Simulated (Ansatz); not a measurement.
We consider C11b MoSi2, described by PBE-D4 in Ansatz (plane waves, PAW).

Numerical settings: plane-wave cutoff 520 eV, 24×24×24 k mesh, Fermi–Dirac smearing 0.05 eV, no spin polarisation, scalar-relativistic PAW data made under PBE.

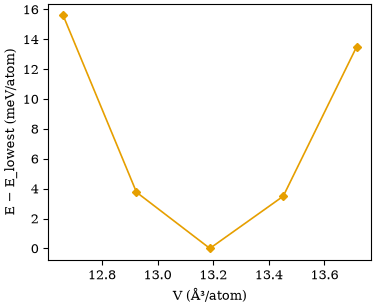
Fig. 1. Total energy against volume

Q: From the curve, estimate the equilibrium volume and the bulk modulus.

A: V0 ≈ 13.2 Å³/atom and B0 ≈ 220 GPa; the fit gives V0 = 13.188 Å³/atom, B0 = 220 GPa, B′ = 4.4.

Shape and atoms are relaxed at each volume.

Measured, for comparison: bulk modulus 222 ± 2 GPa (room temperature, not corrected to a static lattice, B' = 4; as tabulated in Structural stability of MoSi2 and Mo5Si3 under high pressure, Chin. Phys. B 26 …). Computed (rounded) less measured: bulk modulus -0.9 % (inside the measured uncertainty).

Note: the bulk modulus comes from volumes at which shape and atoms were relaxed.

Static lattice: no zero-point or thermal effects.

Ansatz is a program for electronic structure.
